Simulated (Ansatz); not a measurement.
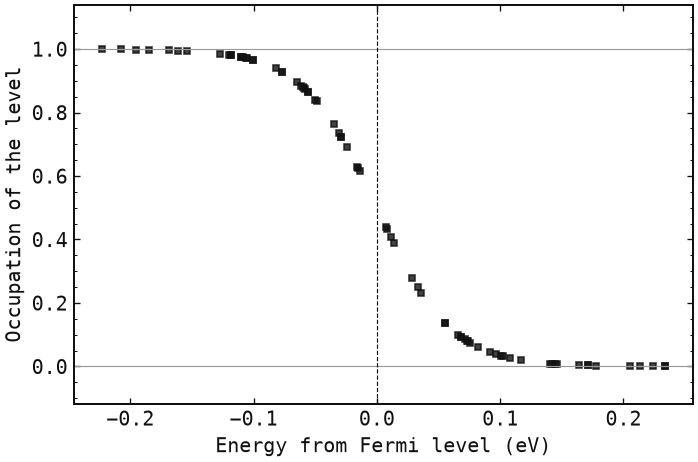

Occupations of the one-electron levels of the k mesh against their energy, from a run on AgPtBr5, space group P4/mmm (No. 123), 7 atoms in the cell, SiSnPd5-123 type type, with Ansatz.

Name the smearing function and its width.

Answer. Fermi-Dirac smearing with a width of 0.03 eV. The occupations stay between 0 and 1 and have long exponential tails; the slope at the Fermi level is 1/(4 × width).
